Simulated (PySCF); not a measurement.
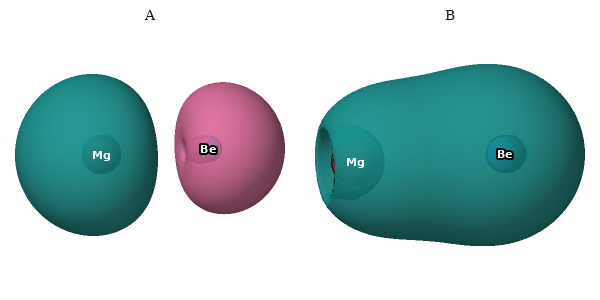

*MgBe. Two frontier orbitals, each drawn at the value that holds 80 % of its norm (teal and pink are the two phases), in no order; of a degenerate pair one member is drawn.*

All numbers below come from PBE0/6-311G(d,p), non-relativistic, at a bond length of 3.063 Å in PySCF.

Question: Label each orbital by symmetry, say whether it is occupied, and order them by energy.

Answer: Orbital B: σ, occupied, −7.17 eV; shared between the atoms (Mg 35 %, Be 65 %).
Orbital A: σ, occupied, −4.99 eV; shared between the atoms (Mg 65 %, Be 35 %).
